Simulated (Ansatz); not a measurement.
# As$_{5}$P$_{4}$ (charge −1): single-point calculation

As$_{5}$P$_{4}$, charge −1, computed with RKS PBE0-D4/def2-TZVPD (Ansatz 0.2.0).

The geometry comes from this level: PBE-D4/def2-SVP.

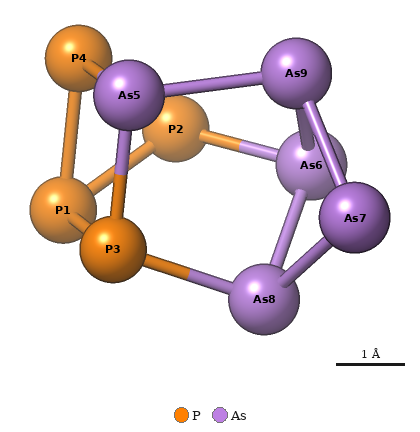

*The structure as given in the input (ball-and-stick view, seen at a tilt; atoms are numbered from 1 in the order of the input).*

Bond lengths as drawn: As–As 2.45 to 2.50 Å, As–P 2.35 to 2.43 Å and P–P 2.23 to 2.29 Å.

Results in brief:

```csv
quantity,value
outcome,converged
total energy,−341320.7673 eV
mean-field energy,−341319.7158 eV
dispersion energy,−1.0515 eV
SCF solution under orbital rotations,stable
HOMO,−1.51 eV
LUMO,1.36 eV
hardware,"4 threads of Arm Neoverse V1, 23 GiB of memory available, shared host"
wall time,73 s (CPU time 4.8 min)
peak memory,3.4 GiB
```

Input:
```yaml
crystal:
  periodic: [false, false, false]
  atoms:
    - {symbol: P, position_ang: [1.376099, 2.006142, -0.436912]}
    - {symbol: P, position_ang: [2.297888, 0.148016, 0.418460]}
    - {symbol: P, position_ang: [-0.782936, 1.462254, -0.954904]}
    - {symbol: P, position_ang: [1.088971, 1.457455, 1.760643]}
    - {symbol: As, position_ang: [-1.217586, 0.904655, 1.291365]}
    - {symbol: As, position_ang: [0.887482, -1.687474, -0.304760]}
    - {symbol: As, position_ang: [-2.139417, -2.066803, -0.934417]}
    - {symbol: As, position_ang: [-0.478208, -0.637512, -2.053210]}
    - {symbol: As, position_ang: [-1.032313, -1.586744, 1.213735]}
basis:
  gaussian: {orbitals: def2-TZVPD, initial_orbitals: start.molden}
total_charge: -1
hamiltonian: {xc: pbe0, dispersion: d4}
scf: {omitted_lower_state_checks: [starts]}
output: {orbitals: {seedname: orbitals}}
```

Run as:
```bash
ansatz run in.yaml --threads 4 --pin off --events-out ev --progress --plain --max-ram 6963MiB
```

Log:
```
Functional definition: PBE0
  name "PBE0"
  cite "Adamo & Barone, J. Chem. Phys. 110, 6158 (1999) doi:10.1063/1.478522"
  cite "Perdew, Burke & Ernzerhof, Phys. Rev. Lett. 77, 3865 (1996) doi:10.1103/PhysRevLett.77.3865"
  parent pbe
  parameter a = 0.25
  parameter kappa = 0.804
  parameter beta = 0.06672455060314922
  exchange = (1 - a)*pbe_x(kappa = kappa, mu = beta*pi^2/3) + a*exact_x
  correlation = pbe_c(beta = beta)
these checks for a lower state are left out or cut short: starts
3353 factors; their error is unknown
the host lacks memory for fits, so the integrals are decomposed
2792 factors; integrals over basis functions are off by at most 7.5e-4 eV
mean field evaluation 1: about -341241.8786 eV, gradient 3.2e2 eV
mean field evaluation 2: about -341273.3534 eV, gradient 4.6e1 eV
mean field evaluation 4: about -341314.1922 eV, gradient 1.9e1 eV
mean field evaluation 8: about -341319.7157 eV, gradient 8.7e-3 eV
mean field -341319.71576190 eV, -12543.2681994370 hartree, gradient 6.4e-5 eV, S^2 0.000000; 0 other end points of the search recorded, 0 dependent functions left out
reference -341319.71579561 eV, -12543.2682006758 hartree; 113, 113 occupied and 329, 329 virtual orbitals, 2792 factors
Total energy: -341320.76731282 eV, -12543.3068432205 hartree
Checks for a lower state left out: starts
```

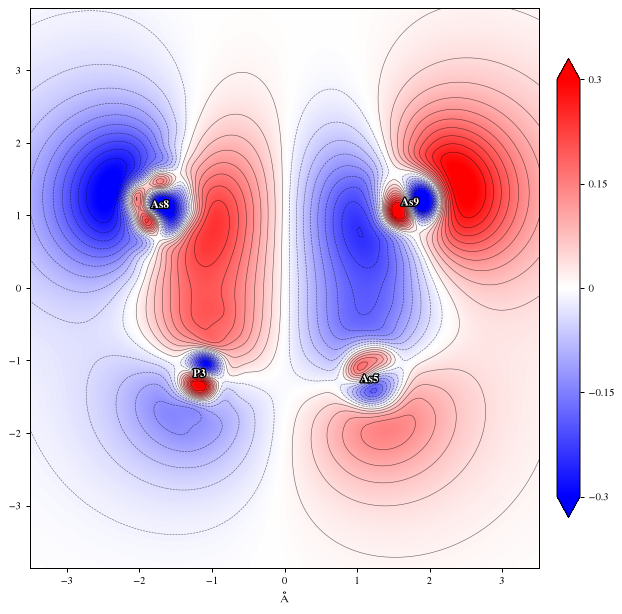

*The HOMO−1 on the plane of atoms As5, P3 and As8 (values in Å⁻³ᐟ²; the overall sign is arbitrary).*

By Hirshfeld shares it lies mainly on As9 (30 %), As8 (30 %) and As5 (10 %). Its energy is −2.61 eV.

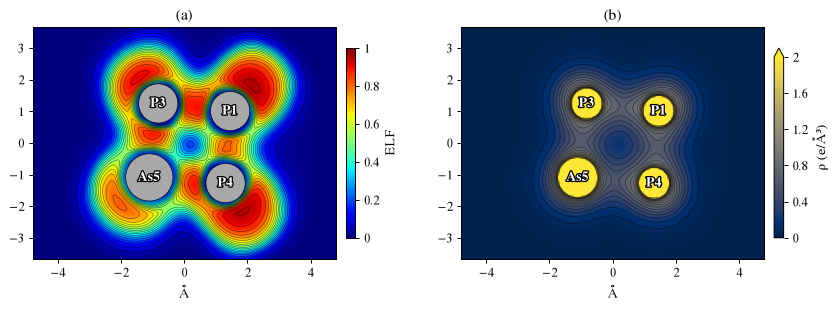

*(a) ELF; (b) total electron density on the plane of atoms P1, P4 and As5. Grey discs, where drawn, cover atomic cores.*

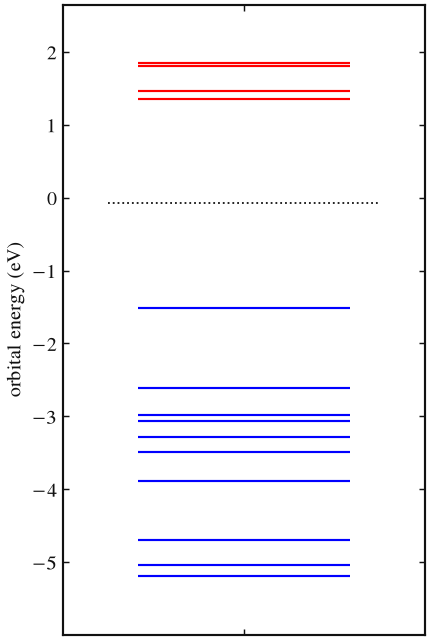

*Orbital energies near the frontier; the dotted line parts filled from empty levels, and levels within 0.02 eV of each other stand side by side.*

Highest filled −1.51 eV, lowest empty 1.36 eV, 2.87 eV apart.
